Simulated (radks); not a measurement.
# Atomic calculation, with input and output: Bi²⁺

System: the bismuth ion Bi²⁺ in the configuration [Xe] 4f12.5 5d9 6s2 6p3.5 (4f: 7 up, 5.5 down, 5d: 5 up, 4 down, 6p: 3 up, 0.5 down).
Method: scalar-relativistic Kohn-Sham, r2SCAN, spin-polarised, spherical densities, finite nucleus (the in-house radial solver radks).

The input:
```
Z 83
configuration [Xe] 4f12.5 5d9 6s2 6p3.5
relativity scalar-relativistic
functional r2scan,r2scan
spin polarised
nucleus finite rms 5.5211 fm
c 137.035999084
```

Energies in input and log are in hartree, lengths in bohr (the nuclear radius in fm).

Hardware: 1 CPU thread, shared host.

The program's output:
```
1s      1   1.0000       -3336.32020848
2s      1   1.0000        -602.45360619
2p      1   3.0000        -515.71470958
3s      1   1.0000        -147.71465176
3p      1   3.0000        -122.83016570
3d      1   5.0000         -97.73805415
4s      1   1.0000         -35.82410266
4p      1   3.0000         -27.58826360
4d      1   5.0000         -18.13667851
4f      1   7.0000          -7.78353103
5s      1   1.0000          -7.43994791
5p      1   3.0000          -5.03477165
5d      1   5.0000          -2.26474960
6s      1   1.0000          -1.43339795
6p      1   3.0000          -0.91363399
1s      2   1.0000       -3336.31665015
2s      2   1.0000        -602.44446293
2p      2   3.0000        -515.70535881
3s      2   1.0000        -147.64405189
3p      2   3.0000        -122.75684637
3d      2   5.0000         -97.67854396
4s      2   1.0000         -35.71031855
4p      2   3.0000         -27.48012337
4d      2   5.0000         -18.02829608
4f      2   5.5000          -7.66764721
5s      2   1.0000          -7.36568398
5p      2   3.0000          -4.96860117
5d      2   4.0000          -2.20094902
6s      2   1.0000          -1.32650083
6p      2   0.5000          -0.80704983
Etot -21515.559563124327
Ekin 24390.488288566205
Encl -53619.80384771727
Eh 8106.022258465831
Exc -392.266262439094
err 6.889249599630033e-07
it 12
```

Slater integrals of the outer shells (hartree):

| integral | value |
| --- | --- |
| F0(6p,6p) | 0.3855 |
| F2(6p,6p) | 0.2121 |
| F0(6p,6s) | 0.4186 |
| G1(6p,6s) | 0.2666 |
| F0(6p,5d) | 0.4698 |
| F2(6p,5d) | 0.1548 |
| G1(6p,5d) | 0.0535 |
| G3(6p,5d) | 0.0481 |

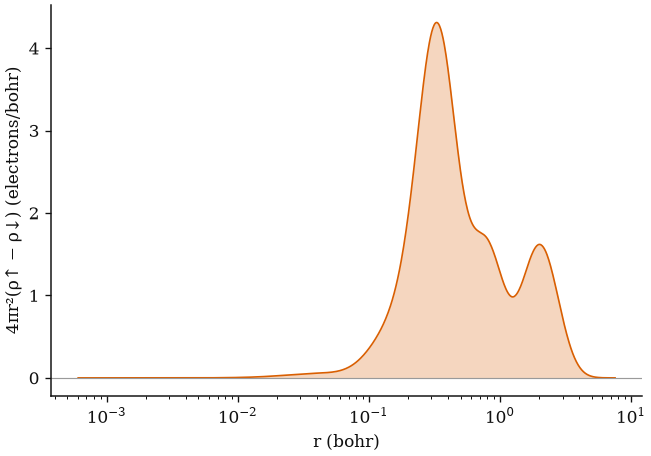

**Figure 1.** The radial spin density. The curve integrates to 5 unpaired electrons, held by 4f (+1.5), 5d (+1) and 6p (+2.5). Its largest value, 4.31 electrons/bohr, lies near r = 0.33 bohr. Regions of the opposite sign are negligible.

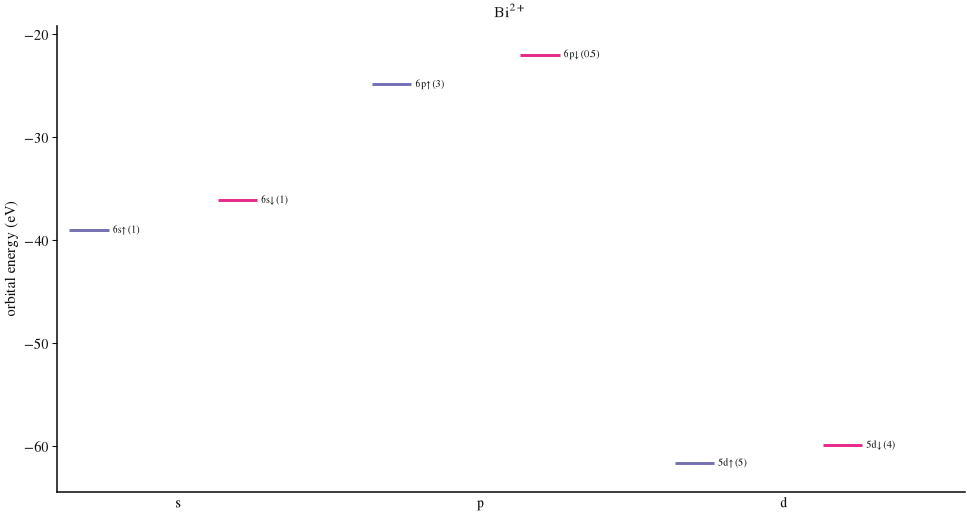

**Figure 2.** The outer levels are drawn by angular momentum (occupations in brackets, up spins at the left of each column and down spins at the right). The highest occupied level is 6p down at −22.0 eV. From the top down the occupied levels run 6p down (−22.0 eV), 6p up (−24.9 eV), 6s down (−36.1 eV), 6s up (−39.0 eV), 5d down (−59.9 eV), 5d up (−61.6 eV). The largest exchange splitting (down less up) among the shells drawn in both spins is that of 6s, 2.91 eV. The open 4f and 5d shells lie under a filled one.

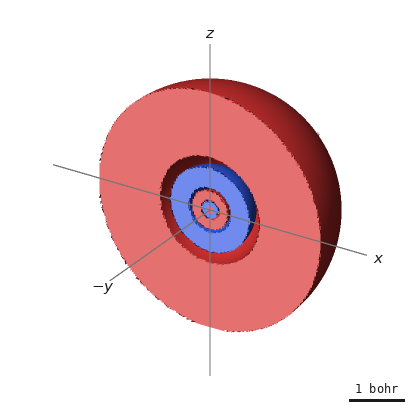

**Figure 3.** The 6s orbital of down spin. The surface of constant |ψ| that holds about 80 % of the electron is drawn, red where ψ is positive and blue where it is negative, with the half in front of the xz plane cut away and the cut face painted. The radial function comes from the spherical calculation and is multiplied by a real spherical harmonic; the overall sign is chosen so that the largest lobe of P(r) is positive; at the scalar-relativistic level it is the large component. It has no angular node and 5 radial nodes, at r = 0.0183, 0.0739, 0.190, 0.424 and 0.957 bohr; only the outer 3 can be made out at this scale. The outermost maximum of P² lies at 1.73 bohr, ⟨r⟩ = 1.92 bohr, 90 % of the charge lies within 2.74 bohr, and the eigenvalue is −36.1 eV, with 1 electron in the shell for this spin.

Key numbers:

| quantity | value |
| --- | --- |
| outcome | converged |
| total energy | −21515.5596 hartree |
| kinetic energy | 24390.4883 hartree |
| electron–nucleus energy | −53619.8038 hartree |
| Hartree energy | 8106.0223 hartree |
| exchange–correlation energy | −392.266262 hartree |
| radius at density 0.001 e/bohr³ | 4.07 bohr |
| SCF iterations | 12 |
